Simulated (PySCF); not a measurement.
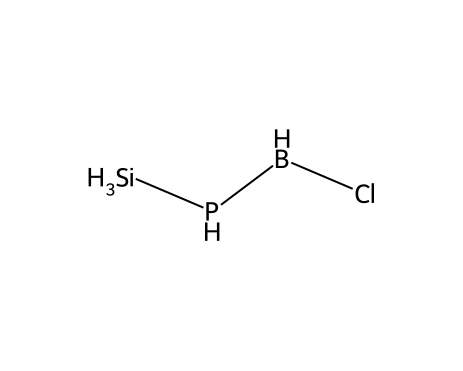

> Transcribe the drawing into SMILES.

[SiH3]PBCl

> What is the molecular formula?

BClH5PSi.

> An optimisation with PBE0-D3(BJ)/def2-SVP gave a structure of which point group?

C1. Other conformers may differ.

The parts below concern this one geometry. Atoms keep their numbers from picture to picture. The geometry was computed by an optimisation with PBE0-D3(BJ)/def2-SVP. No frequency run is at hand to confirm it as a minimum.

Geometry

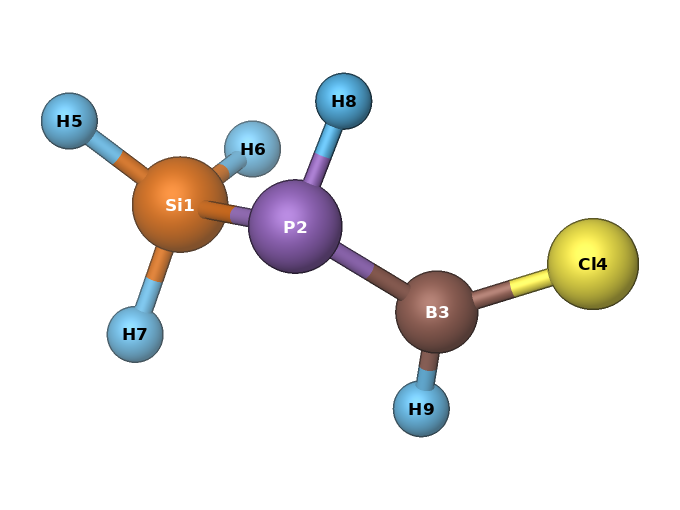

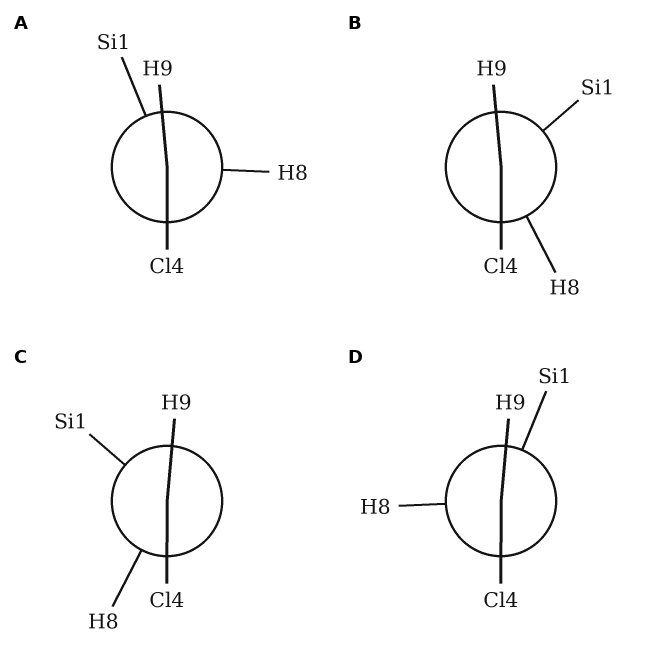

Depth is shown by fading: the farther an atom, the more it takes the colour of the background. Bonds that would overlap in a projection are set slightly apart. No frequency run is at hand to confirm it as a minimum.

> Which Newman projection shows the view along B3–P2, with B3 in front?

C. The torsion angle Cl4–B3–P2–Si1 is 131°, anticlinal.

NMR shielding

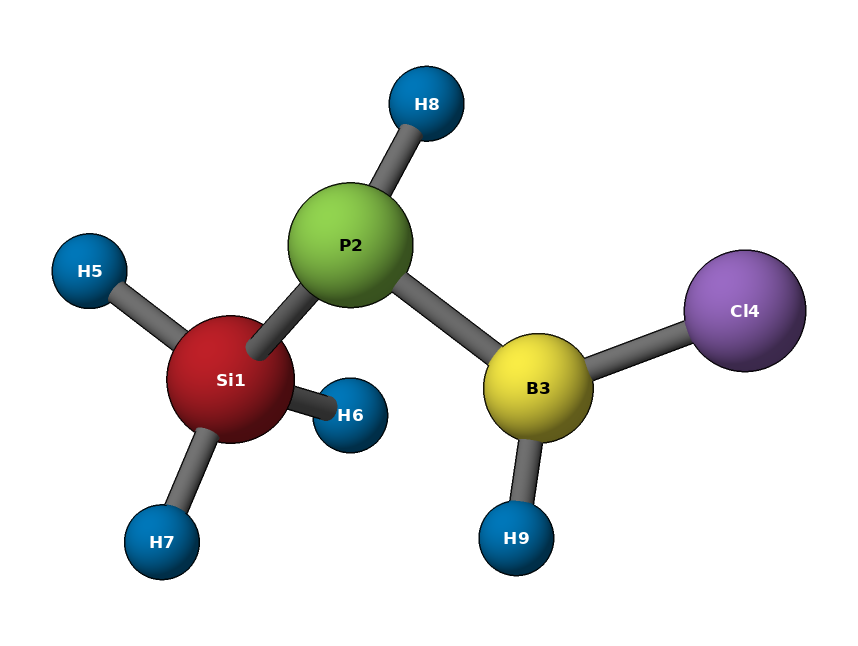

No frequency run is at hand to confirm it as a minimum. Method: GIAO PBE0/cc-pVDZ NMR shielding, non-relativistic, gas phase (PySCF 2.14.0). Principal shieldings σ11 ≤ σ22 ≤ σ33, span Ω = σ33 − σ11, skew κ = 3(σiso − σ22)/Ω.

Give the shielding tensors of the Si atoms.

```tsv
atom	σ11	σ22	σ33	σiso	Ω	κ
Si1	469.7	484.4	512.0	488.7	42.3	0.30
```

Shieldings and span in ppm.

Charges

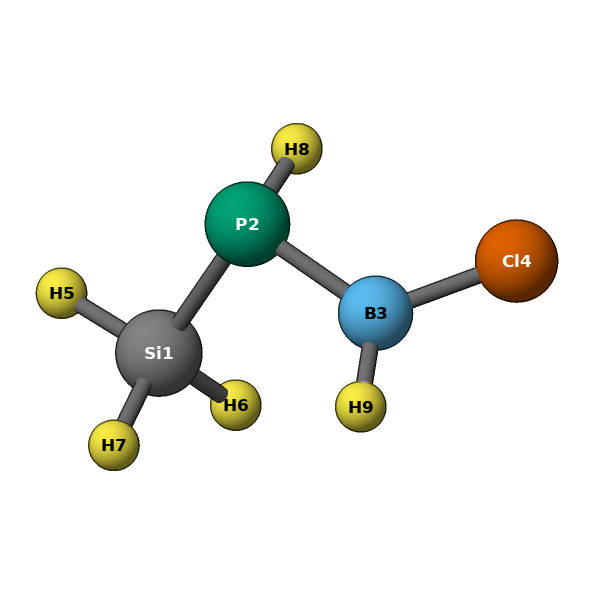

The questions are on ESP-fitted charges. No frequency run is at hand to confirm it as a minimum. Method: PBE0/cc-pVDZ, gas phase (PySCF 2.14.0).

> Which atom carries the highest charge (most positive or least negative)?

Si1 (0.15 e).

> And the lowest?

P2 (−0.21 e).

List the ESP-fitted charges.

```tsv
atom	value (e)
Si1	0.15
P2	−0.21
B3	0.14
Cl4	−0.10
H5	−0.02
H6	−0.03
H7	−0.01
H8	0.11
H9	−0.02
```

Dipole moment

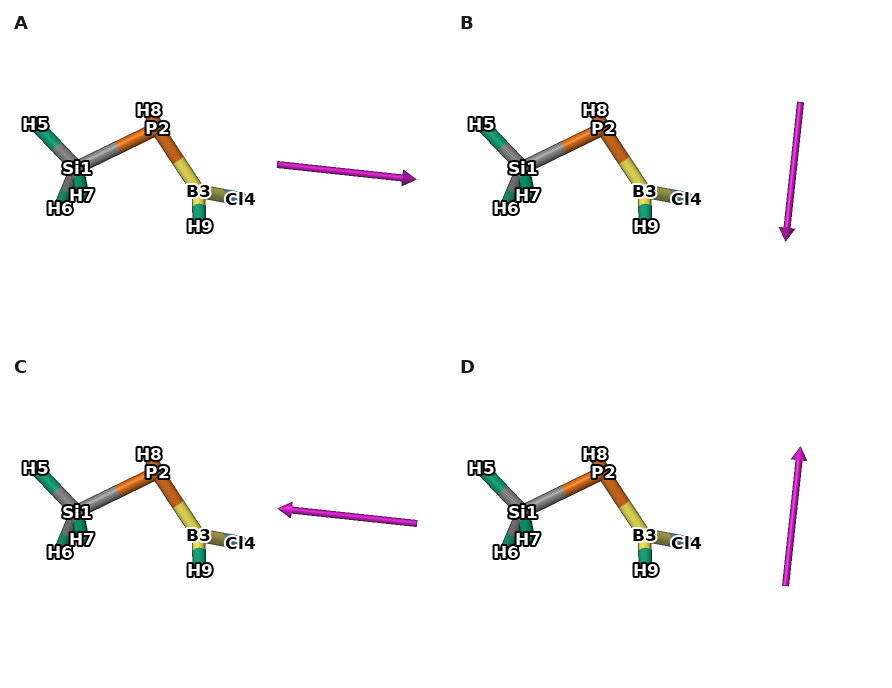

The same molecule four times, each with an arrow. No frequency run is at hand to confirm it as a minimum. Method: PBE0/IGLO-III, gas phase (PySCF 2.14.0).

> Which arrow points along the dipole moment, from the negative to the positive end?

C. The dipole moment is 1.09 D; it points from the side of Cl4 to the side of H5 (the outermost atoms at the two ends).
